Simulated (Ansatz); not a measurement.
# Glassy 65SiO2-10Al2O3-25Li2O (mol %) (128 atoms) under strain

How stiff is glassy 65SiO2-10Al2O3-25Li2O (mol %) (128 atoms)?

Method: Kohn-Sham DFT, r2SCAN, PAW (set soft_2), plane waves, in Ansatz 0.2.0.

## Step 1: The structure

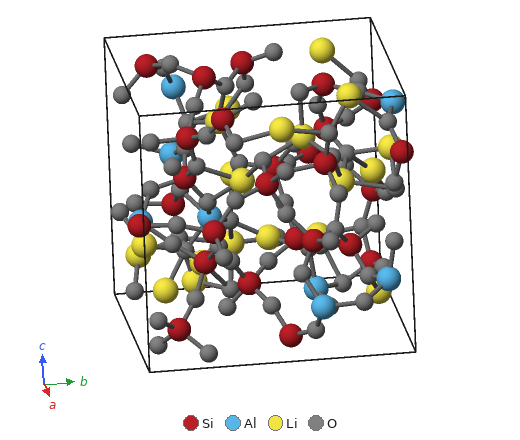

Start, viewed slightly off an axis; silicon red, aluminium blue, lithium yellow, oxygen grey. Bonds to atoms that aren't drawn are left out. Some periodic images of atoms are drawn too.

The cell holds 128 atoms: 26 Si, 8 Al, 20 Li and 74 O. Cell: a = 11.515 Å, b = 11.515 Å, c = 11.515 Å, α = 90.0°, β = 90.0°, γ = 90.0°. 128 atoms (26 Si, 8 Al, 20 Li, 74 O) placed at random at 2.38 g/cm³, melted at 4000 K for 10 ps at fixed volume with the Morse and Coulomb pair potential with partial charges (Pedone, Malavasi, Menziani, Cormack and Segre, J. Phys. Chem. B 110, 11780 (2006)). Quenched from 4000 K to 300 K at 100 K/ps and fixed volume, held 10 ps at zero pressure.

What the set-up can't give: The quench rate of 100 K/ps far exceeds what a furnace or splat quench reaches, so expect more defects and frozen-in strain than in a real sample. The starting topology of bonds comes from the classical model, and needn't be the one that DFT or experiment would give. Sampling is at Γ alone.

## Step 2: Single point at the start

The forces at the start show how far the geometry lies from a minimum of this functional.

input.yaml reads:

```yaml
crystal:
  lattice:
    - [11.51499, 0.0, 0.0]
    - [0.0, 11.51499, 0.0]
    - [0.0, 0.0, 11.51499]
  atoms:
    - { symbol: Si, position: [0.15305, 0.96522, 0.37825] }
    - { symbol: Si, position: [0.80406, 0.65741, 0.40218] }
    - { symbol: Si, position: [0.90154, 0.70118, 0.73061] }
    - { symbol: Si, position: [0.38315, 0.76874, 0.70292] }
    - { symbol: Si, position: [0.78331, 0.14316, 0.08951] }
    - { symbol: Si, position: [0.52352, 0.44422, 0.16677] }
    - { symbol: Si, position: [0.2292, 0.127, 0.95073] }
    - { symbol: Si, position: [0.81899, 0.00575, 0.51637] }
    - { symbol: Si, position: [0.60942, 0.81787, 0.31395] }
    - { symbol: Si, position: [0.85577, 0.27989, 0.48142] }
    - { symbol: Si, position: [0.44863, 0.22651, 0.5733] }
    - { symbol: Si, position: [0.08435, 0.22315, 0.35972] }
    - { symbol: Si, position: [0.78048, 0.49434, 0.6285] }
    - { symbol: Si, position: [0.0475, 0.7423, 0.51092] }
    - { symbol: Si, position: [0.93087, 0.98659, 0.76125] }
    - { symbol: Si, position: [0.42266, 0.31714, 0.94894] }
    - { symbol: Si, position: [0.6569, 0.2667, 0.30363] }
    - { symbol: Si, position: [0.21949, 0.48708, 0.93118] }
    - { symbol: Si, position: [0.4026, 0.64055, 0.2896] }
    - { symbol: Si, position: [0.26945, 0.58264, 0.53075] }
    - { symbol: Si, position: [0.19458, 0.97071, 0.7396] }
    - { symbol: Si, position: [0.22942, 0.9388, 0.12102] }
    - { symbol: Si, position: [0.82041, 0.33374, 0.90634] }
    - { symbol: Si, position: [0.53741, 0.74916, 0.92319] }
    - { symbol: Si, position: [0.61494, 0.22308, 0.77888] }
    - { symbol: Si, position: [0.71553, 0.56923, 0.01198] }
    - { symbol: Al, position: [0.90839, 0.67206, 0.17416] }
    - { symbol: Al, position: [0.02237, 0.2488, 0.79628] }
    - { symbol: Al, position: [0.57462, 0.0397, 0.45367] }
    - { symbol: Al, position: [0.69003, 0.98869, 0.8829] }
    - { symbol: Al, position: [0.31013, 0.33083, 0.37017] }
    - { symbol: Al, position: [0.30123, 0.71991, 0.0585] }
    [... 90 atom lines left out ...]
    - { symbol: O, position: [0.83445, 0.36721, 0.59099] }
    - { symbol: O, position: [0.7749, 0.74256, 0.71405] }
    - { symbol: O, position: [0.42552, 0.5304, 0.21765] }
    - { symbol: O, position: [0.95122, 0.71325, 0.86129] }
    - { symbol: O, position: [0.34149, 0.23049, 0.25665] }
    - { symbol: O, position: [0.42719, 0.31148, 0.46488] }
kpoints:
  mp_grid: { grid: [1, 1, 1] }
hamiltonian:
  xc: r2scan
scf:
  occupations: { method: fixed }
output:
  forces: true
```

Run with:

```console
> ansatz run input.yaml --threads 4 --pin off --max-ram 8192MiB --backend cpu --events-out ev --progress --plain --runs-dir out
```

Numbers of over 12 decimals in the logs are rounded to 6 here.

Log:

```text
[...]
Pseudopotentials: kind: paw
Pseudopotential: Si, paw, valence charge 4, recommended cutoff 500 eV (meta_gga), Si.paw.azcp
Pseudopotential: Al, paw, valence charge 3, recommended cutoff 500 eV (meta_gga), Al.paw.azcp
Pseudopotential: Li, paw, valence charge 3, recommended cutoff 500 eV (meta_gga), Li.paw.azcp
Pseudopotential: O, paw, valence charge 6, recommended cutoff 500 eV (meta_gga), O.paw.azcp
[... 6 lines on functional and potentials left out ...]
Crystal: 128 atoms, lattice volume = 1526.830 Å³
Basis set: ecut = 500 eV, 38641 PW (Γ), exchange–correlation on 360×360×360 points (64 copies of the dense FFT grid, shifted against one another)
Bands: 444, of which v1, the nominal top of the filled ones, is band 316 counted from 1 (315 counted from 0)
Symmetry: 1 space group operations
Space group: P1 (ITA 1), of the structure as read, at distance tolerance 1.2e-4 Å
k-points: 1
[... 12 lines on functional and potentials left out ...]
Initial density: superposition of atomic densities (neutral atoms: chi_scale 0, normalization atom), corrected by the library's trained network
Initial wavefunctions: pseudopotential atomic-orbital guess
[...]
SCF iter   1: F=—  HF=-67273.386429 eV  |F-HF|=—  |Δ(HF+E_count)|=         —  Δρ=7.33e-3  dr2=8.70e-1  dr2_τ=9.32e0  ethr=1.77e-3  ⟨swp⟩=5.0  Hψ=1542  notcnv=0  defer=126
preconditioner: auto → Resta (q_TF=auto, 2.355 Å⁻¹)  ε∞=2.7  [insulator: Δε(μ)=4.577 eV  Ē_g=17.518 eV  n_scr=340 (ndim 8)  ℏωp=23.1 eV  f_vac=0.118  ε∞_Penn≈2.7]
SCF iter   2: F=—  HF=-67276.886676 eV  |F-HF|=—  |Δ(HF+E_count)|=    3.50e0  Δρ=4.61e-3  dr2=2.10e-1  dr2_τ=2.10e-2  ethr=1.38e-4  ⟨swp⟩=3.0  Hψ=755  notcnv=0  defer=126
SCF iter   3: F=—  HF=-67276.862460 eV  |F-HF|=—  |Δ(HF+E_count)|=   2.42e-2  Δρ=1.15e-3  dr2=1.94e-2  dr2_τ=3.21e-3  ethr=3.33e-5  ⟨swp⟩=2.0  Hψ=548  notcnv=0  defer=96
automatic band count: iteration 3 solves 414 bands in place of 444: the levels show a gap, and the empty bands left out lie too high to hold charge; the band table lists the bands solved (type scf.n_extra_bands for more)
SCF iter   4: F=—  HF=-67276.860214 eV  |F-HF|=—  |Δ(HF+E_count)|=   2.25e-3  Δρ=4.99e-4  dr2=2.71e-3  dr2_τ=5.37e-4  ethr=3.07e-6  ⟨swp⟩=2.0  Hψ=562  notcnv=0  defer=96
SCF iter   5: F=—  HF=-67276.859849 eV  |F-HF|=—  |Δ(HF+E_count)|=   3.65e-4  Δρ=1.32e-4  dr2=2.34e-4  dr2_τ=2.16e-5  ethr=4.29e-7  ⟨swp⟩=2.0  Hψ=546  notcnv=0  defer=96
[...]
SCF iter   9: F=—  HF=-67276.863466 eV  |F-HF|=—  |Δ(HF+E_count)|=   2.28e-8  Δρ=2.45e-6  dr2=1.02e-7  dr2_τ=6.92e-9  ethr=1.89e-10  ⟨swp⟩=2.0  Hψ=593  notcnv=0  defer=93
SCF iter  10: F=-67276.863466 eV  HF=-67276.863466 eV  |F-HF|=9.46e-10  |Δ(HF+E_count)|=   2.26e-8  Δρ=1.14e-6  dr2=1.84e-8  dr2_τ=2.30e-9  ethr=1.58e-11  ⟨swp⟩=4.0  Hψ=1053  notcnv=0
SCF 1 converged in 10 iterations: F = -67276.863466 eV  dr2 = 1.84e-8
[...]
SCF converged after 10 iterations
Free energy (F): -67276.863466 eV
Harris-Foulkes:  -67276.863466 eV  (|F-HF|=9.46e-10)
Internal energy: -67276.863466 eV  (E = F + TS)
E sigma→0 (E₀):  -67276.863466 eV
Fermi energy:    3.446390 eV
--- Per-component energies (eV) ---
[...]
Σ components = -67276.863466   (vs F -67276.863466, Δ=0.00e0)
--- Forces (eV/Å), atoms counted from 1 ---
  atom   1  Si    -0.49686504     1.19812761    -0.00543733
  atom   2  Si     0.98256108     0.01397341     4.29396364
  atom   3  Si    -0.82710333    -2.15202140     1.49507995
  atom   4  Si    -0.99992997     1.24888545    -2.25168985
[...]
atom 128  O      1.53230758     0.84885752     0.83936594
  max |Σ_I F_I| component: 4.56e-4 eV/Å
```

Elapsed: 65 s, on 4 threads of Arm Neoverse V1, shared host; peak memory 4.3 GiB; 4.2 min of CPU time.

The column dr2 measures how far the density is from self-consistency, as an energy; F and HF (Harris–Foulkes) agree once it is small.

The r.m.s. force at the start is 1.2 eV/Å.

## Step 3: Cell and atoms relaxed

The cell is relaxed with the atoms, since the starting lattice needn't suit this functional.

input.yaml reads:

```yaml
crystal:
  lattice:
    - [11.51499, 0.0, 0.0]
    - [0.0, 11.51499, 0.0]
    - [0.0, 0.0, 11.51499]
  atoms:
    [... the 128 atom lines of step 2 ...]
kpoints:
  mp_grid: { grid: [1, 1, 1] }
hamiltonian:
  xc: r2scan
scf:
  occupations: { method: fixed }
output:
  forces: true
relax:
  f_tol: 0.05
  max_steps: 150
  cell: {}
```

Log:

```text
[...]
Crystal: 128 atoms, lattice volume = 1526.830 Å³
Basis set: ecut = 500 eV, 38641 PW (Γ), exchange–correlation on 360×360×360 points (64 copies of the dense FFT grid, shifted against one another)
Bands: 444, of which v1, the nominal top of the filled ones, is band 316 counted from 1 (315 counted from 0)
Symmetry: 1 space group operations
[...]
k-points: 1
[...]
SCF iter   1: F=—  HF=-67273.386431 eV  |F-HF|=—  |Δ(HF+E_count)|=         —  Δρ=7.33e-3  dr2=8.70e-1  dr2_τ=9.32e0  ethr=1.77e-3  ⟨swp⟩=5.0  Hψ=1542  notcnv=0  defer=126
[...]
SCF iter  10: F=-67276.863466 eV  HF=-67276.863466 eV  |F-HF|=9.60e-10  |Δ(HF+E_count)|=   2.25e-8  Δρ=1.14e-6  dr2=1.84e-8  dr2_τ=2.31e-9  ethr=1.58e-11  ⟨swp⟩=4.0  Hψ=1053  notcnv=0
SCF 1 converged in 10 iterations: F = -67276.863466 eV  dr2 = 1.84e-8
[...]
relax step   1: F+E_penalty+E_count = -67276.86346628 eV  Δ(F+E_penalty+E_count) = +0.000e0 eV  max|allowed force component| = 4.966e0 eV/Å  Δτ_max = 0.0000 Å  P = +3.529 GPa  Ω = 1526.830 Å³  (10 SCF iters, dr2 threshold 1.00e-7 eV, accepted)
[... from here on, the SCF cycles and remarks between the steps are left out ...]
relax step   2: F+E_penalty+E_count = -67282.22201783 eV  Δ(F+E_penalty+E_count) = -5.359e0 eV  max|allowed force component| = 2.785e0 eV/Å  Δτ_max = 0.1905 Å  P = +1.675 GPa  Ω = 1535.183 Å³  energy of the carried Pulay correction = -3.104e-3 eV  (7 SCF iters, dr2 threshold 1.28e-5 eV, accepted)
relax step   3: F+E_penalty+E_count = -67285.47381654 eV  Δ(F+E_penalty+E_count) = -3.252e0 eV  max|allowed force component| = 5.965e-1 eV/Å  Δτ_max = 0.1914 Å  P = -0.047 GPa  Ω = 1536.963 Å³  energy of the carried Pulay correction = -3.763e-3 eV  (7 SCF iters, dr2 threshold 1.28e-5 eV, accepted)
relax step   4: F+E_penalty+E_count = -67286.19531802 eV  Δ(F+E_penalty+E_count) = -7.215e-1 eV  max|allowed force component| = 4.003e-1 eV/Å  Δτ_max = 0.2000 Å  P = +0.017 GPa  Ω = 1537.357 Å³  energy of the carried Pulay correction = -3.909e-3 eV  (7 SCF iters, dr2 threshold 1.28e-5 eV, accepted)
relax step   5: F+E_penalty+E_count = -67286.48230404 eV  Δ(F+E_penalty+E_count) = -2.870e-1 eV  max|allowed force component| = 3.090e-1 eV/Å  Δτ_max = 0.1962 Å  P = -0.131 GPa  Ω = 1540.111 Å³  energy of the carried Pulay correction = -4.928e-3 eV  (7 SCF iters, dr2 threshold 1.00e-5 eV, accepted)
relax step   6: F+E_penalty+E_count = -67286.63957193 eV  Δ(F+E_penalty+E_count) = -1.573e-1 eV  max|allowed force component| = 2.284e-1 eV/Å  Δτ_max = 0.2000 Å  P = +0.007 GPa  Ω = 1540.338 Å³  energy of the carried Pulay correction = -5.011e-3 eV  (7 SCF iters, dr2 threshold 5.97e-6 eV, accepted)
relax step   7: F+E_penalty+E_count = -67286.75028208 eV  Δ(F+E_penalty+E_count) = -1.107e-1 eV  max|allowed force component| = 2.184e-1 eV/Å  Δτ_max = 0.1971 Å  P = +0.016 GPa  Ω = 1541.984 Å³  energy of the carried Pulay correction = -5.619e-3 eV  (8 SCF iters, dr2 threshold 3.26e-6 eV, accepted)
relax step   8: F+E_penalty+E_count = -67286.81649616 eV  Δ(F+E_penalty+E_count) = -6.621e-2 eV  max|allowed force component| = 1.951e-1 eV/Å  Δτ_max = 0.1961 Å  P = -0.018 GPa  Ω = 1542.452 Å³  energy of the carried Pulay correction = -5.792e-3 eV  (8 SCF iters, dr2 threshold 2.98e-6 eV, accepted)
relax step   9: F+E_penalty+E_count = -67286.91634091 eV  Δ(F+E_penalty+E_count) = -9.984e-2 eV  max|allowed force component| = 2.098e-1 eV/Å  Δτ_max = 0.1988 Å  P = -0.005 GPa  Ω = 1542.924 Å³  energy of the carried Pulay correction = -5.966e-3 eV  (8 SCF iters, dr2 threshold 2.38e-6 eV, accepted)
relax step  10: F+E_penalty+E_count = -67287.01797211 eV  Δ(F+E_penalty+E_count) = -1.016e-1 eV  max|allowed force component| = 1.818e-1 eV/Å  Δτ_max = 0.1950 Å  P = -0.032 GPa  Ω = 1542.287 Å³  energy of the carried Pulay correction = -5.731e-3 eV  (8 SCF iters, dr2 threshold 2.75e-6 eV, accepted)
relax step  11: F+E_penalty+E_count = -67287.09351741 eV  Δ(F+E_penalty+E_count) = -7.555e-2 eV  max|allowed force component| = 1.933e-1 eV/Å  Δτ_max = 0.1958 Å  P = -0.022 GPa  Ω = 1540.916 Å³  energy of the carried Pulay correction = -5.225e-3 eV  (8 SCF iters, dr2 threshold 2.07e-6 eV, accepted)
relax step  12: F+E_penalty+E_count = -67287.15233303 eV  Δ(F+E_penalty+E_count) = -5.882e-2 eV  max|allowed force component| = 1.623e-1 eV/Å  Δτ_max = 0.2000 Å  P = +0.015 GPa  Ω = 1539.303 Å³  energy of the carried Pulay correction = -4.629e-3 eV  (8 SCF iters, dr2 threshold 2.33e-6 eV, accepted)
relax step  13: F+E_penalty+E_count = -67287.16942814 eV  Δ(F+E_penalty+E_count) = -1.710e-2 eV  max|allowed force component| = 3.695e-1 eV/Å  Δτ_max = 0.1945 Å  P = -0.063 GPa  Ω = 1538.079 Å³  energy of the carried Pulay correction = -4.176e-3 eV  (8 SCF iters, dr2 threshold 1.65e-6 eV, accepted)
relax step  14: F+E_penalty+E_count = -67287.23017547 eV  Δ(F+E_penalty+E_count) = -6.075e-2 eV  max|allowed force component| = 1.692e-1 eV/Å  Δτ_max = 0.2000 Å  P = +0.001 GPa  Ω = 1539.630 Å³  energy of the carried Pulay correction = -4.750e-3 eV  (7 SCF iters, dr2 threshold 8.53e-6 eV, accepted)
relax step  15: F+E_penalty+E_count = -67287.23386114 eV  Δ(F+E_penalty+E_count) = -3.686e-3 eV  max|allowed force component| = 2.518e-1 eV/Å  Δτ_max = 0.1939 Å  P = +0.022 GPa  Ω = 1540.028 Å³  energy of the carried Pulay correction = -4.897e-3 eV  (7 SCF iters, dr2 threshold 1.79e-6 eV, accepted)
relax step  16: F+E_penalty+E_count = -67287.23124841 eV  Δ(F+E_penalty+E_count) = +2.613e-3 eV  max|allowed force component| = 2.042e-1 eV/Å  Δτ_max = 0.2000 Å  P = +0.029 GPa  Ω = 1538.804 Å³  energy of the carried Pulay correction = -4.444e-3 eV  (7 SCF iters, dr2 threshold 3.96e-6 eV, rejected (line search))
relax step  17: F+E_penalty+E_count = -67287.26103829 eV  Δ(F+E_penalty+E_count) = -2.718e-2 eV  max|allowed force component| = 1.157e-1 eV/Å  Δτ_max = 0.1000 Å  P = +0.016 GPa  Ω = 1539.753 Å³  energy of the carried Pulay correction = -4.795e-3 eV  (10 SCF iters, accepted)
relax step  18: F+E_penalty+E_count = -67287.25855702 eV  Δ(F+E_penalty+E_count) = +2.481e-3 eV  max|allowed force component| = 7.755e-2 eV/Å  Δτ_max = 0.1000 Å  P = -0.002 GPa  Ω = 1541.458 Å³  energy of the carried Pulay correction = -5.425e-3 eV  (8 SCF iters, dr2 threshold 8.36e-7 eV, rejected (line search))
relax step  19: F+E_penalty+E_count = -67287.26761813 eV  Δ(F+E_penalty+E_count) = -6.580e-3 eV  max|allowed force component| = 2.806e-2 eV/Å  Δτ_max = 0.0492 Å  P = +0.008 GPa  Ω = 1540.751 Å³  energy of the carried Pulay correction = -5.164e-3 eV  (11 SCF iters, accepted)
relax step  20: F+E_penalty+E_count = -67287.27178229 eV  Δ(F+E_penalty+E_count) = -4.164e-3 eV  max|allowed force component| = 2.808e-2 eV/Å  Δτ_max = 0.0000 Å  P = +0.003 GPa  Ω = 1540.751 Å³  stress off target by 1.64e-2 GPa  SCF on the basis re-selected at this cell (its energy is not comparable with the rows above)  (6 SCF iters)
basis re-selected at this cell: Δ(F+E_penalty+E_count) = -4.164e-3 eV, ΔP = -0.005 GPa vs the last step (what re-selecting the basis moved, of the pressure what is left beyond the Pulay correction that the steps carried, after the strain that the cell walked since its last selection, [...]
SCF converged after 6 iterations
Free energy (F): -67287.271782 eV
[...]
Internal energy: -67287.271782 eV  (E = F + TS)
E sigma→0 (E₀):  -67287.271782 eV
Fermi energy:    3.173965 eV
[...]
--- Forces (eV/Å), atoms counted from 1 ---
  atom   1  Si    -0.00291936    -0.00003495     0.00015572
  atom   2  Si     0.01377068    -0.01657730    -0.00075766
  atom   3  Si    -0.00889700    -0.00198266    -0.01519489
  atom   4  Si     0.00795645     0.01106742    -0.00492868
  atom   5  Si    -0.00255024    -0.00302635    -0.01164692
  atom   6  Si     0.00350660     0.00617969     0.00404723
  atom   7  Si     0.00278005     0.01091401    -0.01008189
  atom   8  Si     0.00515948    -0.00537962     0.00284184
  atom   9  Si     0.01675999    -0.01192579    -0.01538945
  atom  10  Si    -0.00216341     0.00470224     0.01969660
  atom  11  Si     0.01314051     0.00917862     0.00940226
  atom  12  Si    -0.00247896     0.00195186    -0.00134811
  atom  13  Si     0.00565634    -0.00043246     0.00255098
  atom  14  Si     0.00200087    -0.00461605     0.00171571
[...]
atom 127  O      0.00385291     0.00602395     0.00493280
  atom 128  O     -0.00923212     0.00876353    -0.00694019
  max |Σ_I F_I| component: 2.40e-4 eV/Å
--- Stress (GPa, compression-positive) ---
        0.015626       0.001737       0.003552
        0.001747      -0.006014      -0.002006
        0.003539      -0.002015      -0.001228
  P = ⅓ Tr σ = 0.0028 GPa (0.028 kbar)
--- Relaxed structure (19 steps of the walk, 17 accepted, 1 SCFs on fresh bases) ---
  F+E_penalty+E_count = -67287.27178229 eV   max|allowed force component| = 2.808e-2 eV/Å   (the final SCF, on the basis selected at the relaxed cell)
  cell:  # Å, volume = 1540.7509 Å³
    - [11.362406, 0.094437, -0.123423]
    - [0.094437, 11.618289, 0.200470]
    - [-0.123423, 0.200470, 11.676943]
  atoms:
    - { symbol: Si, position: [0.148188, 0.967032, 0.380816] }
    - { symbol: Si, position: [0.792157, 0.658937, 0.404759] }
    - { symbol: Si, position: [0.903719, 0.682645, 0.703706] }
    - { symbol: Si, position: [0.382581, 0.784275, 0.701935] }
[...]
- { symbol: O, position: [0.436119, 0.326969, 0.478346] }
```

It took 18 min on 4 threads; peak memory 4.3 GiB; 70 min of CPU time.

The relaxation converged after 19 steps, with a largest force component of 0.028 eV/Å.

(Continued in part 2 of 3.)

[Logs are printed without paths, hosts, clocks, repeated set-up lines and the standing remarks that a program may print on its own settings, such as how far it seeks lower states.]

[Hosts, paths, dates, database ids (printed as entryN), source tags and the programs' standing remarks are cut or masked in the printed files.]
